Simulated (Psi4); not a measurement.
**One shape, several levels: AlHBr (SMILES [AlH][Br])**

Aim: a comparison of 3 runs (UB3LYP/cc-pVTZ, UBHLYP/cc-pVTZ, UM06-2X/cc-pVTZ) of AlHBr. 

The calculation is run with Psi4 1.11.

1 further run of the same task is left out (set aside as unsound or not needed).

### 1 The structure to begin with

AlHBr: 3 atoms, total charge 0, spin state doublet. As SMILES, `[AlH][Br]`. The Al1–H3 distance was set to 2.885 Å, away from the relaxed value. At this shape a bond of the SMILES string is far longer than usual.

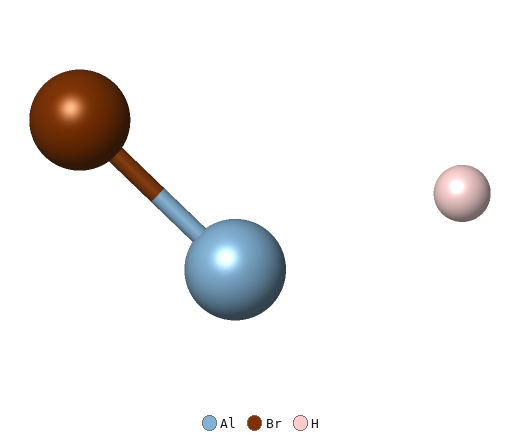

Viewed from a chosen angle; aluminium light blue, bromine brown, hydrogen pink.

### 2 A single-point energy at UB3LYP/cc-pVTZ (run 1)

The input, job.in:

```
memory 1600 mb

molecule geom {
  0 2
  Al     0.505081    -1.574105     0.085869
  Br     2.386281    -0.937505     1.196069
  H     -1.298900     0.554600    -0.645300
  symmetry c1
}

set basis cc-pVTZ
set reference uks
set puream true
set e_convergence 1e-09
set d_convergence 1e-08
set scf_type pk
set dft_radial_points 99
set dft_spherical_points 590
set maxiter 200

energy('b3lyp')
print_variables()
```

Run with:

```console
$ psi4 job.in job.out -n 1
```

job.out:

```text
[...]
  Running in c1 symmetry.
[...]
  Nuclear repulsion =  112.436332723666169
[...]
  Multiplicity = 2
[...]
  Nalpha       = 25
  Nbeta        = 24
[...]
    Number of basis functions: 91
[...]
   @UKS iter   1: -2816.92747921265709   -1.45195e+00   1.34762e-02 DIIS/ADIIS
[...]
   @UKS iter  14: -2817.24870300022940   -1.27329e-11   4.69269e-09 DIIS
[...]
   @S^2 Observed:                7.720199499E-01
[...]
  @UKS Final Energy: -2817.24870300022940
   => Energetics <=
    Nuclear Repulsion Energy =            112.4363327236661689
    One-Electron Energy =               -4144.3449209185000655
    Two-Electron Energy =                1303.3653736620155996
    DFT Exchange-Correlation Energy =     -88.7054884674113708
    Empirical Dispersion Energy =           0.0000000000000000
    VV10 Nonlocal Energy =                  0.0000000000000000
    Total Energy =                      -2817.2487030002298525
[...]
 Multipole Moments:
 ------------------------------------------------------------------------------------
     Multipole            Electronic (a.u.)      Nuclear  (a.u.)        Total (a.u.)
 ------------------------------------------------------------------------------------
 L = 1.  Multiply by 2.5417464519 to convert [e a0] to [Debye]
 Dipole X            :          6.4236403           -6.7986526           -0.3750123
 Dipole Y            :         -1.1196524            0.7596197           -0.3600327
 Dipole Z            :          0.0000000            0.0000000            0.0000000
 Magnitude           :                                                    0.5198632
[...]
```

Wall time 30 s (1 thread of Intel Xeon 6975P-C (Granite Rapids), shared host); peak memory 1.5 GiB.

### 3 Energy and forces at UBHLYP/cc-pVTZ (run 2)

The input, job.in:

```
memory 1600 MB

molecule molecule1 {
  0 2
  Al     0.505081    -1.574105     0.085869
  Br     2.386281    -0.937505     1.196069
  H     -1.298900     0.554600    -0.645300
  units angstrom
  symmetry c1
  no_reorient
  no_com
}

set {
  reference            uks
  puream               true
  e_convergence        1e-09
  d_convergence        1e-08
  scf_type             pk
  dft_radial_points    99
  dft_spherical_points 590
  maxiter              200
}

E, wfn = gradient("bhhlyp/cc-pVTZ", return_wfn=True)
oeprop(wfn, "DIPOLE", "QUADRUPOLE", "MULLIKEN_CHARGES")
```

Run with:

```console
$ psi4 -n 1 job.in job.out
```

job.out:

```text
[...]
  Running in c1 symmetry.
[...]
  Nuclear repulsion =  112.436332723666169
[...]
  Multiplicity = 2
[...]
  Nalpha       = 25
  Nbeta        = 24
[...]
    Number of basis functions: 91
[...]
   @UKS iter   1: -2816.90846528434304   -1.68040e+00   1.23249e-02 DIIS/ADIIS
[...]
   @UKS iter  15: -2817.19071368672712   -2.27374e-12   3.38030e-09 DIIS
[...]
   @S^2 Observed:                7.822356733E-01
[...]
  @UKS Final Energy: -2817.19071368672712
   => Energetics <=
    Nuclear Repulsion Energy =            112.4363327236661689
    One-Electron Energy =               -4145.0265204946990707
    Two-Electron Energy =                1271.6755144555738752
    DFT Exchange-Correlation Energy =     -56.2760403712676833
    Empirical Dispersion Energy =           0.0000000000000000
    VV10 Nonlocal Energy =                  0.0000000000000000
    Total Energy =                      -2817.1907136867271220
[...]
  -Total Gradient:
     Atom            X                  Y                   Z
    ------   -----------------  -----------------  -----------------
       1        0.011340032278    -0.002384498132     0.005934932256
       2       -0.007343258098    -0.002411913334    -0.004324768748
       3       -0.003996308523     0.004794146181    -0.001610183542
[...]
  Mulliken Charges: (a.u.)
   Center  Symbol    Alpha    Beta     Spin     Total
       1    AL     6.40701  6.33104  0.07597  0.26195
       2    BR    17.62683 17.60963  0.01720 -0.23646
       3     H     0.96616  0.05933  0.90683 -0.02549
   Total alpha = 25.00000, Total beta = 24.00000, Total charge =  0.00000
    Psi4 run time: 0:01:34.99
```

It took 96 s on 1 thread of Intel Xeon 6975P-C (Granite Rapids), shared host; peak memory 1.5 GiB.

### 4 A single-point energy at UM06-2X/cc-pVTZ (run 3)

The input, calc.py:

```python
import psi4

psi4.set_memory(1600000000)
psi4.set_num_threads(1)
psi4.core.set_output_file('run.log', False)

mol = psi4.geometry("""
0 2
Al     0.505081    -1.574105     0.085869
Br     2.386281    -0.937505     1.196069
H     -1.298900     0.554600    -0.645300
symmetry c1
no_reorient
no_com
""")

options = {'basis': 'cc-pVTZ', 'reference': 'uks', 'puream': True, 'e_convergence': 1e-09, 'd_convergence': 1e-08, 'scf_type': 'pk', 'dft_radial_points': 99, 'dft_spherical_points': 590, 'maxiter': 200}
psi4.set_options(options)

e, wfn = psi4.energy('m06-2x', return_wfn=True)
psi4.oeprop(wfn, 'QUADRUPOLE', 'WIBERG_LOWDIN_INDICES', 'DIPOLE')
print(f'total energy {e:.8f} hartree = {e * 27.211386:.5f} eV')
for k, v in sorted(psi4.core.scalar_variables().items()):
    print(f'{k:45s} {v:18.10f}')
```

Run with:

```console
$ python calc.py
```

run.log:

```text
[...]
  Running in c1 symmetry.
[...]
  Nuclear repulsion =  112.436332723666169
[...]
  Multiplicity = 2
[...]
  Nalpha       = 25
  Nbeta        = 24
[...]
    Number of basis functions: 91
[...]
   @UKS iter   1: -2816.94062555467599   -1.69918e+00   1.22562e-02 ADIIS/DIIS
[...]
   @UKS iter  17: -2817.21409844851905   -2.72848e-12   3.57256e-09 DIIS
[...]
   @S^2 Observed:                7.706156692E-01
[...]
  @UKS Final Energy: -2817.21409844851905
   => Energetics <=
    Nuclear Repulsion Energy =            112.4363327236661689
    One-Electron Energy =               -4145.0823068019817583
    Two-Electron Energy =                1267.4101491159824491
    DFT Exchange-Correlation Energy =     -51.9782734861855431
    Empirical Dispersion Energy =           0.0000000000000000
    VV10 Nonlocal Energy =                  0.0000000000000000
    Total Energy =                      -2817.2140984485185982
[...]
 Multipole Moments:
 ------------------------------------------------------------------------------------
     Multipole            Electronic (a.u.)      Nuclear  (a.u.)        Total (a.u.)
 ------------------------------------------------------------------------------------
 L = 1.  Multiply by 2.5417464519 to convert [e a0] to [Debye]
 Dipole X            :       -168.2591665          167.7830908           -0.4760757
 Dipole Y            :         99.3472525          -99.6290825           -0.2818301
 Dipole Z            :        -80.2942100           79.9985546           -0.2956554
 Magnitude           :                                                    0.6272865
 L = 2.  Multiply by 1.3450342976 to convert [e a0^2] to [Debye ang]
 Quadrupole XX       :       -757.5817772          729.5875613          -27.9942159
 Quadrupole XY       :        319.3578918         -319.0971035            0.2607884
[...]
```

The script printed:

```text
total energy -2817.21409845 hartree = -76660.30028 eV
CURRENT ENERGY                                  -2817.2140984485
CURRENT REFERENCE ENERGY                        -2817.2140984485
DD SOLVATION ENERGY                                 0.0000000000
DFT FUNCTIONAL TOTAL ENERGY                     -2817.2140984485
DFT TOTAL ENERGY                                -2817.2140984485
DFT VV10 ENERGY                                     0.0000000000
DFT XC ENERGY                                     -51.9782734862
GRID ELECTRONS ALPHA                               25.0000002682
GRID ELECTRONS BETA                                24.0000001896
GRID ELECTRONS TOTAL                               49.0000004578
NUCLEAR REPULSION ENERGY                          112.4363327237
ONE-ELECTRON ENERGY                             -4145.0823068020
PCM POLARIZATION ENERGY                             0.0000000000
PE ENERGY                                           0.0000000000
SCF ITERATION ENERGY                            -2817.2140984485
SCF ITERATIONS                                     17.0000000000
SCF TOTAL ENERGY                                -2817.2140984485
TWO-ELECTRON ENERGY                              1267.4101491160
XC GRID RADIAL POINTS                              99.0000000000
XC GRID SPHERICAL POINTS                          590.0000000000
XC GRID TOTAL POINTS                           166299.0000000000
```

It took 36 s on 1 thread of Intel Xeon 6975P-C (Granite Rapids), shared host; peak memory 1.6 GiB.

### 5 Overview of the runs

```tsv
run	level	task	energy (Eh)	dipole moment (D)	HOMO energy (eV)	LUMO energy (eV)	wall time
1	UB3LYP/cc-pVTZ	energy	-2817.248703	1.32	-6.65	-3.59	30 s
2	UBHLYP/cc-pVTZ	gradient	-2817.190714	1.45	-7.62	-2.47	96 s
3	UM06-2X/cc-pVTZ	energy	-2817.214098	1.59	-7.65	-2.79	36 s
```

### 6 Summary of results

```
                                 quantity           value
                      run 3: total energy  -2817.21410 Eh
                     run 3: dipole moment          1.59 D
run 3: HOMO energy (highest over α and β)        -7.65 eV
 run 3: LUMO energy (lowest over α and β)        -2.79 eV
                              run 3: ⟨S²⟩           0.771
```

What this shows: The dipole moment (its size) runs from 1.32 D (UB3LYP/cc-pVTZ) to 1.59 D (UM06-2X/cc-pVTZ). Totals of different functionals can't be ranked against each other. All runs together took 2.7 min, the longest 96 s.
